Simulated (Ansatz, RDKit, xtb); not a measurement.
**C4H4FN: which of the isomers drawn lies lowest?**

Which of a sample of isomers of C4H4FN is the most stable in the gas at 298.15 K, and what are its properties? The sample is small against all isomers, and the most stable one of this formula need not be in it.

Plan: many cheap relaxations first (GFN2-xTB), then density-functional screening, relaxation at B3LYP/def2-SVP, vibrations and a final energy. The numbers are computed, not measured.

## (1) Drawing up candidates

Isomers were taken from a list of plausible structures; this is a sample, not all of them. That gives 3 candidates.

```csv
label,SMILES,spin
c233,N#C[C@@H]1C[C@H]1F,singlet
c589,N#CC1(F)CC1,singlet
c815,N#C[C@@H]1C[C@@H]1F,singlet
```

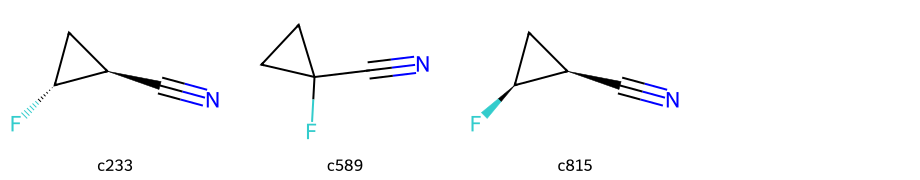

Structural formulas of the candidates.

Candidates are built by distance geometry, with a force field where one applies, in up to four conformers (letters a to d).

## (2) Cheap relaxation of all starts

All 3 starts are relaxed the same way. One of them, c815a (taken from a list of positional isomers, embedded by distance geometry and MMFF94), in full:

start.xyz

```xyz
10
c815a
C     -1.684199    -1.928007     0.010858
C     -0.991743    -0.709987     0.322336
C     -0.794253     0.320153    -0.742796
C      0.357577    -0.475962    -0.251164
F      0.897591    -1.374797    -1.105325
N     -2.279864    -2.886968    -0.227907
H     -1.143091    -0.356222     1.339280
H     -0.875181     1.350723    -0.454620
H     -1.117382     0.121691    -1.744526
H      1.142892    -0.004070     0.296443
```

Command:

```
$ xtb start.xyz --gfn 2 --opt
```

What it wrote, shortened:

```text
* xtb version 6.7.1
[...]
          :  # basis functions                  28          :
[...]
          :  # electrons                        32          :
[...]
          :  Hamiltonian                  GFN2-xTB          :
[...]
          :  net charge                          0          :
          :  unpaired electrons                  0          :
[...]
   *** convergence criteria satisfied after 11 iterations ***
[...]
   *** GEOMETRY OPTIMIZATION CONVERGED AFTER 7 ITERATIONS ***
[...]
   *** convergence criteria satisfied after 3 iterations ***
[...]
         ::                     SUMMARY                     ::
         :::::::::::::::::::::::::::::::::::::::::::::::::::::
         :: total energy             -18.186084107459 Eh    ::
         :: gradient norm              0.000521797566 Eh/a0 ::
         :: HOMO-LUMO gap              5.676514598185 eV    ::
         ::.................................................::
         :: SCC energy               -18.444976132598 Eh    ::
         :: -> isotropic ES            0.021900407231 Eh    ::
         :: -> anisotropic ES          0.002100603315 Eh    ::
         :: -> anisotropic XC          0.015958487732 Eh    ::
         :: -> dispersion             -0.005110063326 Eh    ::
         :: repulsion energy           0.258892025139 Eh    ::
         :: add. restraining           0.000000000000 Eh    ::
         :: total charge              -0.000000000000 e     ::
         :::::::::::::::::::::::::::::::::::::::::::::::::::::
[...]
        16        2.0000           -0.4340159             -11.8102 (HOMO)
        17                         -0.2254078              -6.1337 (LUMO)
[...]
     #   Z          covCN         q      C6AA      α(0)
     1   6 C        1.895     0.122    28.115     8.564
     2   6 C        3.858    -0.021    20.912     6.504
     3   6 C        3.808    -0.068    21.794     6.646
     4   6 C        3.665     0.158    18.281     6.132
     5   9 F        0.784    -0.229    11.534     4.012
     6   7 N        0.911    -0.220    25.792     7.345
     7   1 H        0.925     0.067     2.117     2.275
     8   1 H        0.926     0.059     2.210     2.325
     9   1 H        0.926     0.077     2.005     2.215
    10   1 H        0.925     0.053     2.282     2.362
[...]
     #   Z sym  total        # sym  WBO       # sym  WBO       # sym  WBO
 ---------------------------------------------------------------------------
     1   6 C    3.953 --     6 N    2.835     2 C    1.077
     2   6 C    3.944 --     1 C    1.077     7 H    0.948     3 C    0.916
                             4 C    0.913
     3   6 C    3.942 --     4 C    0.985     8 H    0.977     9 H    0.974
                             2 C    0.916
     4   6 C    3.868 --     3 C    0.985    10 H    0.962     5 F    0.952
                             2 C    0.913
     5   9 F    1.046 --     4 C    0.952
     6   7 N    3.012 --     1 C    2.835
     7   1 H    0.995 --     2 C    0.948
     8   1 H    0.997 --     3 C    0.977
     9   1 H    0.994 --     3 C    0.974
    10   1 H    0.997 --     4 C    0.962
[...]
molecular dipole:
                 x           y           z       tot (Debye)
 q only:        0.115       1.311       0.479
   full:        0.364       1.806       0.692       5.003
molecular quadrupole (traceless):
[...]
          | TOTAL ENERGY              -18.186084107459 Eh   |
          | GRADIENT NORM               0.000521797566 Eh/α |
          | HOMO-LUMO GAP               5.676514598185 eV   |
           -------------------------------------------------
[...]
```

Wall time 0.075 s (2 threads of Intel Xeon Platinum 8259CL at 2.50GHz (Skylake/Cascade Lake), shared host).

## (3) Distinct minima at GFN2-xTB

3 of the 3 relaxations converged. 3 distinct structures remain:

```
label  start         SMILES after     spin  energy (kcal/mol)
c233a  drawn   N#C[C@@H]1C[C@H]1F  singlet                0.0
c815a  drawn  N#C[C@@H]1C[C@@H]1F  singlet                1.7
c589a  drawn          N#CC1(F)CC1  singlet                3.6
```

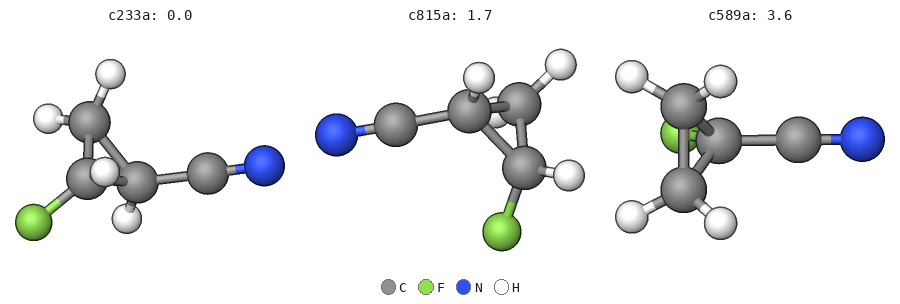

The 3 lowest minima that did not fall apart, with their GFN2-xTB energies in kcal/mol.

## (4) Second filter: single points

A choice of the minima (the low ones first, few conformers of a pattern, up to a cap) and the lowest that fell apart get a single point at r2SCAN-D4/def2-SVP on the tight-binding geometry, and one at HF/STO-3G for comparison. Some singlets are also tried as triplets at the same geometry (label ending in t). The first, c233a:

input.yaml

```yaml
basis:
  gaussian:
    orbitals: def2-SVP
crystal:
  periodic: [false, false, false]
  atoms:
    - {symbol: C, position_ang: [-1.202556, -2.225426, -0.460294]}
    - {symbol: C, position_ang: [-0.374835, -1.162132, -0.010181]}
    - {symbol: C, position_ang: [-1.006281, 0.167574, 0.352042]}
    - {symbol: C, position_ang: [-0.207360, 0.046792, -0.895947]}
    - {symbol: F, position_ang: [1.022609, 0.619690, -0.928712]}
    - {symbol: "N", position_ang: [-1.878536, -3.072942, -0.825878]}
    - {symbol: H, position_ang: [0.491071, -1.479675, 0.558665]}
    - {symbol: H, position_ang: [-2.077216, 0.265286, 0.262396]}
    - {symbol: H, position_ang: [-0.570075, 0.705914, 1.179235]}
    - {symbol: H, position_ang: [-0.670125, 0.081329, -1.874343]}
hamiltonian:
  xc: r2scan
  dispersion: d4
scf:
  lower_state_search: "off"
output: {orbitals: {seedname: orbitals}}
```

Command:

```
$ ansatz run input.yaml --threads 2 --pin off --max-ram 5220MiB --events-out events.jsonl --progress --plain --runs-dir runs
```

What it wrote, shortened:

```text
Warning: RAYON_NUM_THREADS=2 ignored (pool sized by the plan → 2); use --threads N
Functional definition: r2SCAN
  name "r2SCAN"
[...]
1184 factors; their error is unknown
[...]
mean field -8407.34981806 eV, -308.9644071074 hartree, gradient 4.9e-6 eV, S^2 0.000000; 0 other end points of the search recorded, 0 dependent functions left out
reference -8407.34982514 eV, -308.9644073676 hartree; 22, 22 occupied and 82, 82 virtual orbitals, 1184 factors
Total energy: -8407.39607988 eV, -308.9661071980 hartree
Checks for a lower state left out: stability, starts, cluster_reference, orbital_swaps, neighbouring_geometries, increment
```

It took 1.7 s on 2 threads of Intel Xeon Platinum 8259CL at 2.50GHz (Skylake/Cascade Lake), shared host; peak memory 0.14 GiB.

Relative energies in kcal/mol, each column from its lowest structure that stays in one piece:

```csv
label,SMILES,spin,GFN2-xTB,HF/STO-3G,r2SCAN-D4/def2-SVP
c233a,N#C[C@@H]1C[C@H]1F,singlet,0.0,0.0,0.0
c815a,N#C[C@@H]1C[C@@H]1F,singlet,1.7,0.5,0.8
c589a,N#CC1(F)CC1,singlet,3.6,1.1,2.6
c589at,N#CC1(F)CC1,triplet,–,–,143.1
c233at,N#C[C@@H]1C[C@H]1F,triplet,–,–,144.6
```

## (5) Third filter: density-functional geometries

3 candidates are relaxed at B3LYP/def2-SVP (chosen among the lowest in one piece). The first, c233a:

input.yaml, as its differences from that of step 4:

```diff
@@ -1,4 +1 @@
-basis:
-  gaussian:
-    orbitals: def2-SVP
 crystal:
@@ -11,3 +8,3 @@
     - {symbol: F, position_ang: [1.022609, 0.619690, -0.928712]}
-    - {symbol: "N", position_ang: [-1.878536, -3.072942, -0.825878]}
+    - {symbol: N, position_ang: [-1.878536, -3.072942, -0.825878]}
     - {symbol: H, position_ang: [0.491071, -1.479675, 0.558665]}
@@ -16,7 +13,10 @@
     - {symbol: H, position_ang: [-0.670125, 0.081329, -1.874343]}
+basis:
+  gaussian:
+    orbitals: def2-SVP
+relax:
+  f_tol: 0.003
 hamiltonian:
-  xc: r2scan
-  dispersion: d4
+  xc: {name: B3LYP}
 scf:
   lower_state_search: "off"
-output: {orbitals: {seedname: orbitals}}
```

Command:

```
$ ansatz run input.yaml --threads 2 --pin off --max-ram 5220MiB --events-out events.jsonl --progress --plain --runs-dir runs
```

What it wrote, shortened:

```text
Warning: RAYON_NUM_THREADS=2 ignored (pool sized by the plan → 2); use --threads N
[...]
Functional definition: B3LYP
  name "B3LYP"
[...]
1179 factors; integrals over basis functions are off by at most 3.5e-4 eV
[...]
mean field -8411.92079766 eV, -309.1323875093 hartree, gradient 5.3e-6 eV, S^2 0.000000; 0 other end points of the search recorded, 0 dependent functions left out
[...]
reference -8411.92101202 eV, -309.1323953868 hartree; 22, 22 occupied and 82, 82 virtual orbitals, 1179 factors
relax step   1: F+E_penalty+E_count = -8411.92079766 eV  Δ(F+E_penalty+E_count) = +0.000e0 eV  max|allowed force component| = 1.531e0 eV/Å  Δτ_max = 0.0000 Å  (15 SCF iters, accepted)
[...]
relax step   5: F+E_penalty+E_count = -8411.97406742 eV  Δ(F+E_penalty+E_count) = -1.132e-4 eV  max|allowed force component| = 5.994e-3 eV/Å  Δτ_max = 0.0042 Å  (15 SCF iters, accepted)
[...]
Atom 1 at    -0.386316    -1.163268    -0.021842 Å, force    -0.001381     0.001677     0.000100 eV/Å
Atom 2 at    -1.008099     0.188244     0.347108 Å, force     0.001195    -0.001410     0.000417 eV/Å
Atom 3 at    -0.200937     0.060378    -0.892075 Å, force     0.001929    -0.001437     0.001626 eV/Å
Atom 4 at     1.038964     0.611879    -0.908999 Å, force    -0.000560     0.001216    -0.000996 eV/Å
Atom 5 at    -1.882860    -3.130263    -0.832511 Å, force     0.000174    -0.000636    -0.000742 eV/Å
Atom 6 at     0.497489    -1.454194     0.555244 Å, force     0.000502    -0.000789    -0.001207 eV/Å
Atom 7 at    -2.091653     0.298445     0.259868 Å, force    -0.000175     0.000948    -0.000620 eV/Å
Atom 8 at    -0.544108     0.705394     1.190516 Å, force    -0.000915     0.000726     0.000340 eV/Å
Atom 9 at    -0.686236     0.089013    -1.873287 Å, force    -0.000234    -0.000555     0.000269 eV/Å
Dipole moment:     0.132153     0.554469     0.248802 e Å
Checks for a lower state left out: stability, starts, cluster_reference, orbital_swaps, neighbouring_geometries, increment
```

Run time: 15 s. Hardware: 2 threads of Intel Xeon Platinum 8259CL at 2.50GHz (Skylake/Cascade Lake), shared host; peak memory 0.22 GiB.

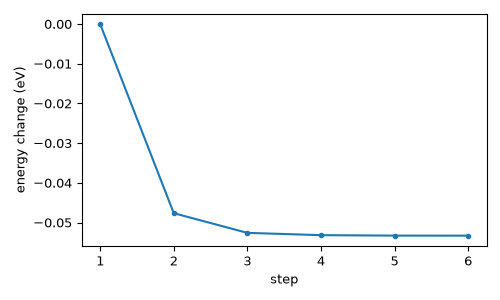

Energy along the run, all evaluated steps.

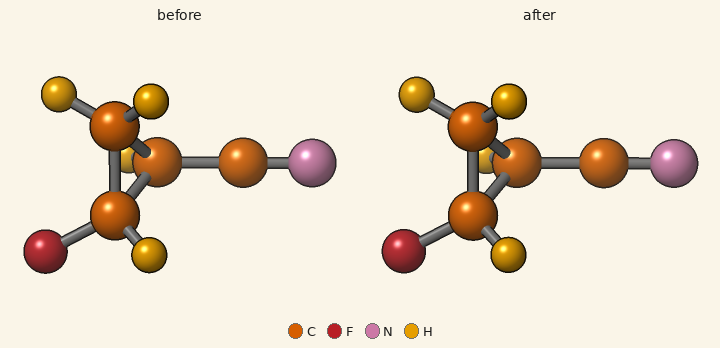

Before and after, at one scale.

After the run. Bond lengths: C1–C2 1.441 Å, C2–C3 1.533 Å, C2–C4 1.513 Å, C3–C4 1.484 Å, C4–F5 1.357 Å, C1–N6 1.160 Å, C2–H7 1.095 Å, C3–H8 1.093 Å, C3–H9 1.093 Å, C4–H10 1.095 Å. Some angles: C1–C2–C3 120.9°, C1–C2–C4 120.5°, C3–C2–C4 58.3°, C2–C1–N6 179.2°, C2–C3–C4 60.2°, C2–C4–C3 61.5°, C2–C4–F5 116.6°, C3–C4–F5 118.2°, C1–C2–H7 115.0°, C3–C2–H7 115.8°.

## (6) Ranking at B3LYP/def2-SVP

| label | spin | r2SCAN-D4/def2-SVP (kcal/mol) | B3LYP/def2-SVP, relaxed (kcal/mol) | time |
| --- | --- | --- | --- | --- |
| c233a | singlet | 0.0 | 0.0 | 15 s |
| c815a | singlet | 0.8 | 0.9 | 17 s |
| c589a | singlet | 2.6 | 2.8 | 23 s |

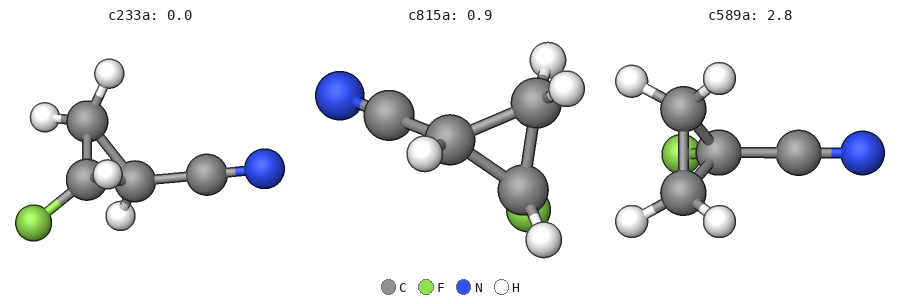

The relaxed structures, with energies at B3LYP/def2-SVP in kcal/mol.

(Part 1 of 2 ends here.)
